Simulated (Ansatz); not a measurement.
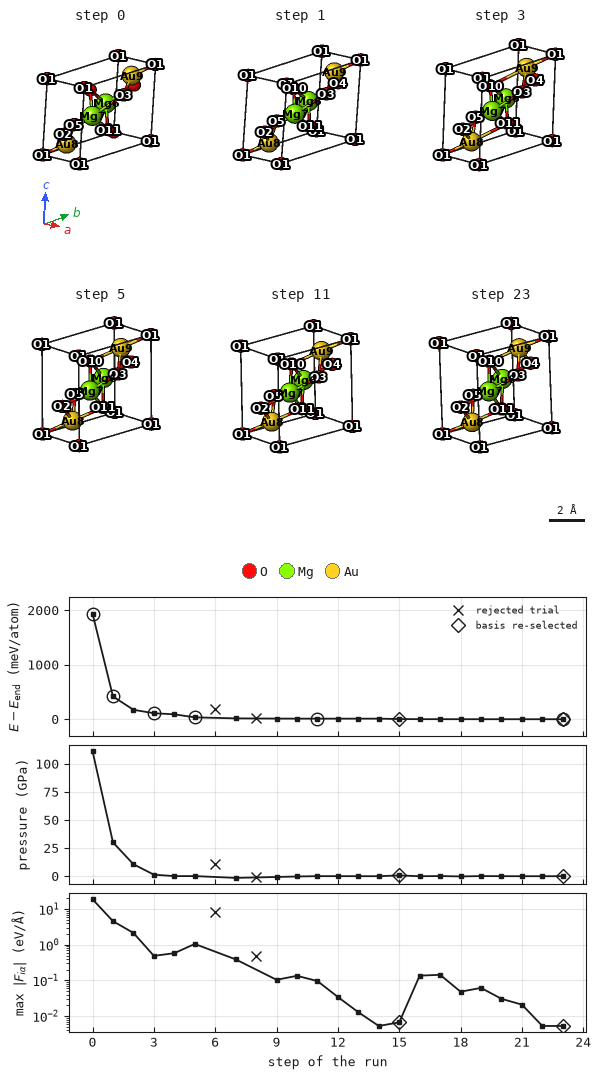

Frames of a relaxation of solid Mg2Au2O7 (a generated structure, set up in C2/m), marked on the history of the run. A ball-and-stick model of the cell of the calculation, seen slightly off an axis.

The start is a swapped structure.

The calculation used Ansatz 0.2.0, DFT, PAW plane waves, r2SCAN. Settings: plane-wave cutoff 500 eV; k-point mesh 4 × 4 × 4; occupations fermi dirac; smearing width 0.0174 eV; no spin polarisation; cell and atoms relaxed; at most 60 steps.

Describe the path.

The largest moves relative to the cell, 0.37 Å, are those of O2, O3, O4, O5, Au8 and Au9. O4 goes along [−1 1 −2]. By element the largest moves are O 0.37 Å, Au 0.37 Å, Mg 0.01 Å. The drawn cell changes as follows: a = b 5.342 → 5.376 Å (+0.6 %), c 4.581 → 5.439 Å (+18.7 %), α 81.4° → 87.4°, β 81.4° → 87.4°, γ 103.8° → 104.3°; the volume changes by +23.4 %. Among the contacts that change: Au8–O11 2.673 → 1.990 Å, Au8–O10 1.696 → 2.141 Å, O2–Au8 1.572 → 2.010 Å, O1–Au8 1.616 → 1.934 Å. New bonds form: Au8–O11 (2.67 → 1.99 Å), Au9–O10 (2.67 → 1.99 Å). Bond angles that change, for instance: Mg6–O5–Au8 121.3° → 103.1°, O2–Au8–O10 110.2° → 126.1°, O1–Au8–O2 109.9° → 96.6°. The space group stays C2/m (No. 12). Over 19 accepted moves (23 points after the start) the energy falls by 1939 meV per atom. Largest force component: 19 eV/Å at the start, 0.0053 eV/Å at the end. Pressure: 111.34 GPa at the start and 0.01 GPa at the end. The line search rejected the trial steps at points 6, 8 of the run. At 2 points the geometry stayed and the basis and grid were re-selected for the new cell (energy shift of 7.3 meV per atom at most each time). The run took roughly 11 core-minutes on a shared host. From step 0 to 1: O atoms move most (0.17 Å), volume +11.9 %, energy −1521 meV per atom. From step 1 to 3: Au atoms move most (0.21 Å), volume +9.1 %, energy −308 meV per atom. From step 3 to 5: O atoms move most (0.29 Å), volume +1.4 %, energy −75.5 meV per atom. From step 5 to 11: O atoms move most (0.11 Å), volume −0.4 %, energy −24.1 meV per atom. From step 11 to 23: O atoms move most (0.05 Å), volume +0.1 %, energy −10.4 meV per atom.

| step | E − E(0), meV/atom | largest force component, eV/Å | pressure, GPa | volume, Å³/atom | note |
| --- | --- | --- | --- | --- | --- |
| 0 | 0.00 | 18.9428 | 111.34 | 11.194 |  |
| 1 | -1521.49 | 4.6037 | 30.07 | 12.521 |  |
| 2 | -1765.98 | 2.1547 | 10.65 | 13.239 |  |
| 3 | -1829.11 | 0.4899 | 1.36 | 13.658 |  |
| 4 | -1849.26 | 0.5828 | 0.09 | 13.772 |  |
| 5 | -1904.60 | 1.0575 | 0.10 | 13.850 |  |
| 6 | -1751.04 | 8.4783 | 11.26 | 13.698 | rejected |
| 7 | -1923.71 | 0.3902 | -1.50 | 14.020 |  |
| 8 | -1922.35 | 0.4964 | -0.33 | 13.806 | rejected |
| 9 | -1927.42 | 0.1043 | -0.69 | 13.884 |  |
| 10 | -1928.61 | 0.1350 | -0.25 | 13.816 |  |
| 11 | -1928.72 | 0.0961 | 0.05 | 13.794 |  |
| 12 | -1928.83 | 0.0343 | 0.05 | 13.793 |  |
| 13 | -1928.84 | 0.0128 | 0.01 | 13.797 |  |
| 14 | -1928.84 | 0.0053 | 0.00 | 13.799 |  |
| 15 | -1936.11 | 0.0067 | 0.68 | 13.799 | same geometry, new basis |
| 16 | -1938.16 | 0.1365 | -0.02 | 13.890 |  |
| 17 | -1938.53 | 0.1441 | 0.14 | 13.876 |  |
| 18 | -1938.92 | 0.0483 | -0.21 | 13.876 |  |
| 19 | -1939.08 | 0.0618 | 0.11 | 13.796 |  |
| 20 | -1939.13 | 0.0305 | 0.03 | 13.790 |  |
| 21 | -1939.14 | 0.0210 | -0.02 | 13.809 |  |
| 22 | -1939.14 | 0.0053 | 0.00 | 13.809 |  |
| 23 | -1939.15 | 0.0053 | 0.01 | 13.809 | same geometry, new basis |
